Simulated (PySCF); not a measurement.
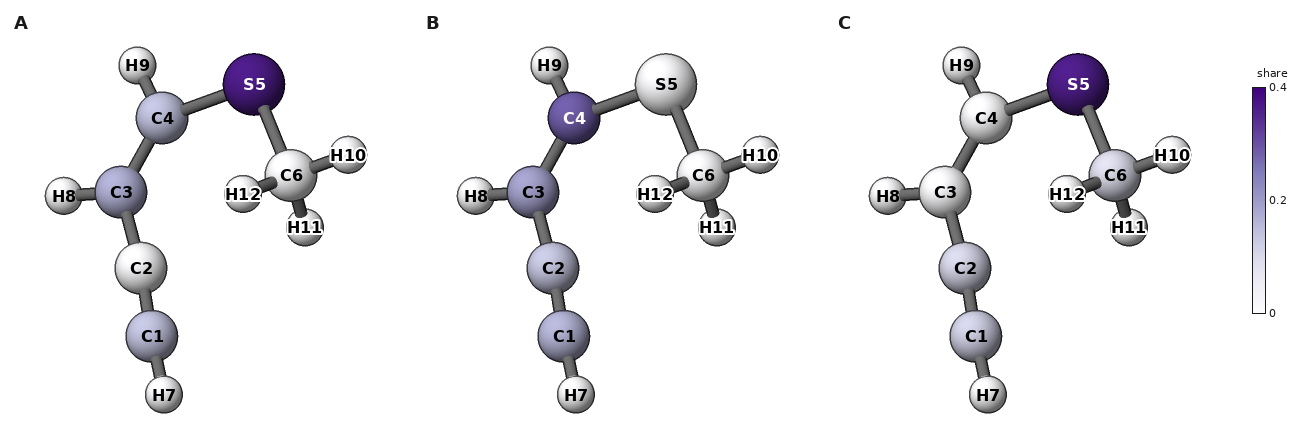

Each panel colours the atoms by their Löwdin share in one orbital (up to four of the largest shares; other atoms are shown as zero). The computed structure is the end point of a GFN2-xTB optimisation. No frequency run is at hand to confirm it as a minimum. Method: PBE0/def2-SVPD (PySCF 2.14.0).

The panels show the HOMO, LUMO, LUMO+1, in some order. Which is which?

Answer. A: HOMO, −6.15 eV; S5 0.36, C3 0.17, C4 0.14, C1 0.14
B: LUMO, −0.91 eV; C4 0.28, C3 0.19, C1 0.16, C2 0.13
C: LUMO+1, 0.38 eV; S5 0.36, C1 0.11, C2 0.11, C6 0.09
